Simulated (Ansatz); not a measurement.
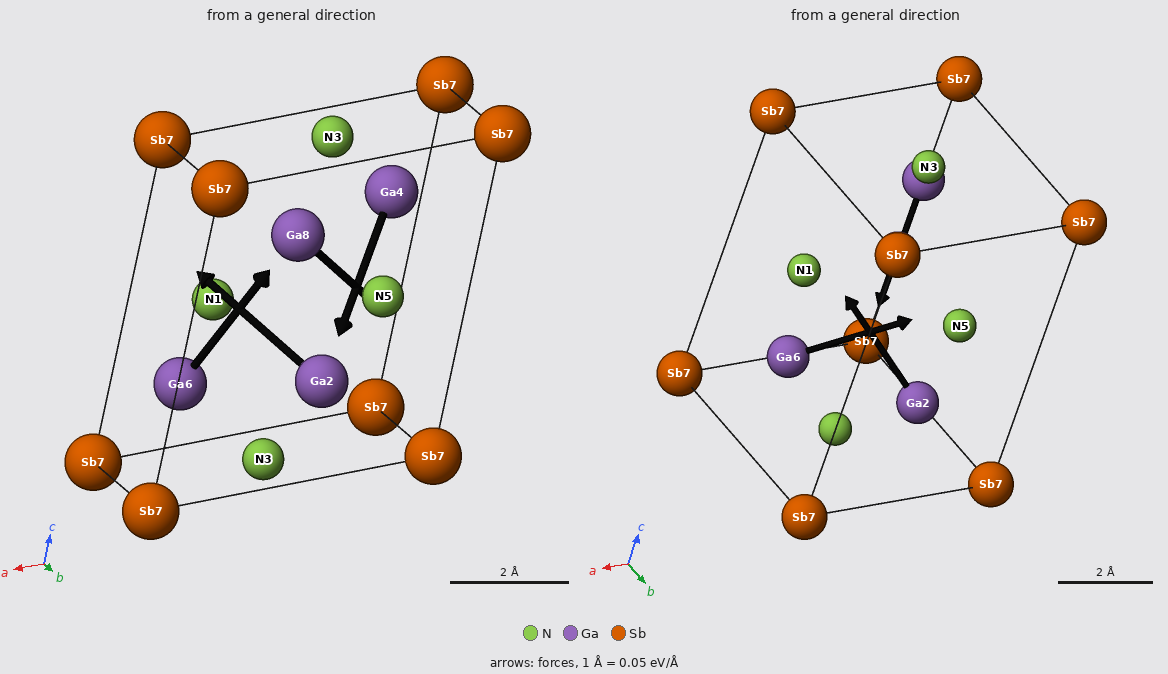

Crystal structure, spheres-only style, seen from two general directions. One cell (the run's own, in a reduced setting) is framed, with atoms on its boundary repeated. The arrows are the computed forces on the atoms.

System: Ga4SbN3. Method: DFT, PBE, plane waves, PAW in Ansatz 0.2.0; E_cut = 420 eV, k-points about 0.22 Å⁻¹ apart, Fermi-Dirac smearing of 0.02 eV, no spin polarisation.

Question: Is the structure at rest?

Answer: No. The atoms still feel forces of up to about 0.13 eV/Å, above a usual threshold of 0.01 to 0.03 eV/Å.

Question: Identify the atom with the maximum force.

Answer: All Ga atoms, about 0.13 eV/Å.

It goes back to a structure type filled with these elements by a generator (whether the compound takes this form wasn't checked). Earlier steps of the study, as a rule a relaxation of our own, may have changed the cell and positions, so they can lie some per cent off the listed ones. It was the input of a calculation with Ansatz.
